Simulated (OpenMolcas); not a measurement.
Co²⁺ complex: multiconfigurational calculation (part 2 of 2)

The same run, continued: Co²⁺ with 6 ligands (O; octahedron, 2.106 Å), embedded in MgO by model potentials and point charges, whose field is part of the energies. Method: state-averaged CASSCF, active space 7 electrons in the shell 3d, basis ANO-RCC-VTZP on the metal and ANO-RCC-VDZP on the ligands, DKH2 scalar Hamiltonian, spin-orbit coupling by RASSI with atomic mean-field integrals (OpenMolcas).

**Output (extracts), continued**
```
--- RASSI ---
SPIN-FREE ENERGIES:
  (Shifted by EMIN (a.u.) =      -1851.1888524304)

 SF State       Relative EMIN(au)   Rel lowest level(eV)    D:o, cm**(-1)

     1             0.0000000000        0.0000000000              0.0000
     2             0.0000000000        0.0000000000              0.0000
     3             0.0000000000        0.0000000000              0.0000
     4             0.0366955577        0.9985369934           8053.7440
     5             0.0366955577        0.9985369934           8053.7440
     6             0.0366955577        0.9985369934           8053.7440
    11             0.0571703697        1.5556850125          12547.4458
    12             0.0571703703        1.5556850269          12547.4459
     7             0.0794702395        2.1624953809          17441.7015
    13             0.0889625367        2.4207939476          19525.0199
    14             0.0889625367        2.4207939476          19525.0199
    15             0.0889625367        2.4207939476          19525.0199
    16             0.0905264998        2.4633515522          19868.2702
    17             0.0905264998        2.4633515522          19868.2702
    18             0.0905265003        2.4633515647          19868.2703
    10             0.1120122427        3.0480084014          24583.8457
     9             0.1120122427        3.0480084014          24583.8457
     8             0.1120122427        3.0480084014          24583.8457
    19             0.1157864344        3.1507093887          25412.1850
    20             0.1157864344        3.1507093887          25412.1850
    21             0.1157864344        3.1507093887          25412.1850
    22             0.1179272726        3.2089645625          25882.0447
    23             0.1330635920        3.6208447977          29204.0828
    24             0.1330635920        3.6208447977          29204.0828
    25             0.1330635920        3.6208447977          29204.0828
    26             0.1385826082        3.7710248800          30415.3669
    27             0.1385826082        3.7710248800          30415.3669
    28             0.1385826082        3.7710248800          30415.3669
    29             0.1485179868        4.0413803035          32595.9304
    30             0.1485179868        4.0413803035          32595.9304
    31             0.1645626186        4.4779769770          36117.3201
    32             0.1645626186        4.4779769770          36117.3201
    33             0.1645626186        4.4779769770          36117.3201
    34             0.1695255861        4.6130262021          37206.5655
    35             0.1695255861        4.6130262021          37206.5655
    36             0.1695255861        4.6130262021          37206.5655
    37             0.1716302656        4.6702974496          37668.4893
    38             0.1716302656        4.6702974496          37668.4893
    39             0.2123541093        5.7784496896          46606.3399
    40             0.2123541093        5.7784496896          46606.3399
Eigenvalues of complex Hamiltonian:
   -----------------------------------
  (Shifted by EMIN (a.u.) =      -1851.1888524304)

 SO State       Relative EMIN(au)   Rel lowest level(eV)    D:o, cm**(-1)

     1            -0.0030204733        0.0000000000              0.0000
     2            -0.0030204733        0.0000000000              0.0000
     3            -0.0014089769        0.0438510511            353.6826
     4            -0.0014089769        0.0438510511            353.6826
     5            -0.0014089769        0.0438510510            353.6826
     6            -0.0014089769        0.0438510510            353.6826
     7             0.0012246577        0.1155158990            931.6986
     8             0.0012246577        0.1155158990            931.6986
     9             0.0012246577        0.1155158991            931.6986
    10             0.0012246577        0.1155158991            931.6986
    11             0.0016113779        0.1260390923           1016.5738
    12             0.0016113779        0.1260390923           1016.5738
    13             0.0360674404        1.0636363180           8578.8055
    14             0.0360674404        1.0636363180           8578.8055
    15             0.0362543159        1.0687214586           8619.8199
    16             0.0362543159        1.0687214586           8619.8199
    17             0.0362543159        1.0687214587           8619.8199
    18             0.0362543159        1.0687214587           8619.8199
    19             0.0367568931        1.0823972816           8730.1228
    20             0.0367568931        1.0823972816           8730.1228
    21             0.0367568931        1.0823972815           8730.1228
    22             0.0367568931        1.0823972815           8730.1228
    23             0.0376200736        1.1058856201           8919.5691
    24             0.0376200736        1.1058856201           8919.5691
    25             0.0570702934        1.6351530626          13188.3989
    26             0.0570702934        1.6351530626          13188.3989
    27             0.0570702939        1.6351530770          13188.3990
    28             0.0570702939        1.6351530770          13188.3990
    29             0.0794478894        2.2440784707          18099.7135
    30             0.0794478894        2.2440784706          18099.7135
    31             0.0794478894        2.2440784706          18099.7135
    32             0.0794478894        2.2440784707          18099.7135
    33             0.0876397125        2.4669893331          19897.6109
    34             0.0876397125        2.4669893331          19897.6109
    35             0.0876397124        2.4669893317          19897.6108
    36             0.0876397124        2.4669893317          19897.6108
    37             0.0900971028        2.5338583319          20436.9457
    38             0.0900971028        2.5338583319          20436.9457
    39             0.0907670616        2.5520888381          20583.9847
    40             0.0907670616        2.5520888381          20583.9847
    41             0.0907670618        2.5520888447          20583.9847
Weights of the five most important spin-orbit-free states for each spin-orbit state.

 SO State  Total energy (au)           Spin-free states, spin, and weights
 -------------------------------------------------------------------------------------------------------
    1        -0.003020       1 1.5  0.3326    2 1.5  0.3326    3 1.5  0.3326   22 0.5  0.0006    4 1.5  0.0004
    2        -0.003020       1 1.5  0.3326    2 1.5  0.3326    3 1.5  0.3326   22 0.5  0.0006    4 1.5  0.0004
    3        -0.001409       3 1.5  0.5611    2 1.5  0.2895    1 1.5  0.1439    6 1.5  0.0016    5 1.5  0.0014
    4        -0.001409       3 1.5  0.5498    2 1.5  0.3180    1 1.5  0.1267    6 1.5  0.0016    5 1.5  0.0014
    5        -0.001409       1 1.5  0.5191    2 1.5  0.3735    3 1.5  0.1019    4 1.5  0.0016    5 1.5  0.0015
    6        -0.001409       1 1.5  0.5363    2 1.5  0.3450    3 1.5  0.1132    4 1.5  0.0016    5 1.5  0.0014
    7         0.001225       3 1.5  0.5719    2 1.5  0.2123    1 1.5  0.2050    4 1.5  0.0035    5 1.5  0.0035
    8         0.001225       3 1.5  0.5636    2 1.5  0.2673    1 1.5  0.1583    4 1.5  0.0039    5 1.5  0.0031
    9         0.001225       1 1.5  0.4545    2 1.5  0.4471    3 1.5  0.0876    6 1.5  0.0044   11 0.5  0.0023
   10         0.001225       1 1.5  0.5012    2 1.5  0.3921    3 1.5  0.0959    6 1.5  0.0043   11 0.5  0.0024
   11         0.001611       1 1.5  0.3328    2 1.5  0.3328    3 1.5  0.3328    4 1.5  0.0004    5 1.5  0.0004
   12         0.001611       1 1.5  0.3328    2 1.5  0.3328    3 1.5  0.3328    4 1.5  0.0004    5 1.5  0.0004
```

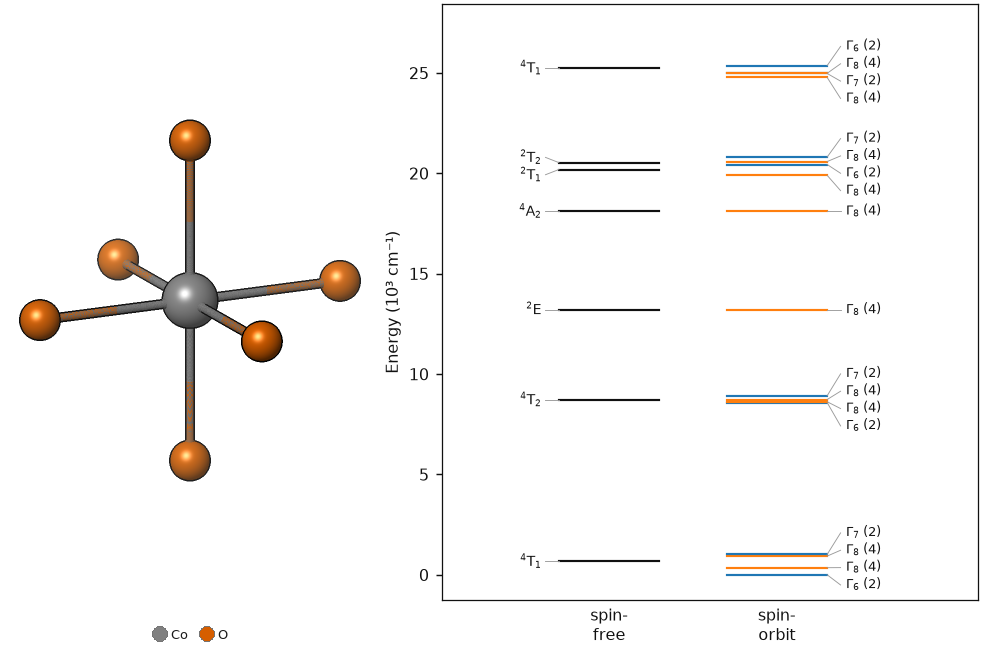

Figure 2. Co²⁺ (3d⁷) as a dopant in MgO, a cluster with its 6 nearest O²⁻ at 2.106 Å (octahedron) embedded in model potentials and point charges; the geometry was set, not optimised, and its levels. Labels give the representation in O, Td, D4 or D3 as the site allows (double group for half-integer spin) where it could be assigned and, in brackets, the degeneracy; spin-free states, where drawn, share the zero of the spin-orbit levels. The ground level is Γ₆, a Kramers doublet, 100 % from states of spin multiplicity 4. Its principal g values are 4.39, 4.39 and 4.39, isotropic. The next level lies at 354 cm⁻¹ (Γ₈). The lowest spin-free state is ⁴T₁, from the free-ion F term; of the same spin there follow at 8,050 cm⁻¹ (⁴T₂), 17,400 cm⁻¹ (⁴A₂) and 24,600 cm⁻¹ (⁴T₁) above it. A ligand-field fit to the spin-free states gives |10Dq| = 9,160 cm⁻¹, B = 1,180 and C = 4,370 cm⁻¹ (rms misfit 80 cm⁻¹). The active orbitals hold 93 to 98 % metal character (Löwdin), and the Mulliken charge of the metal is +2.40.

Outcome of the run: converged.
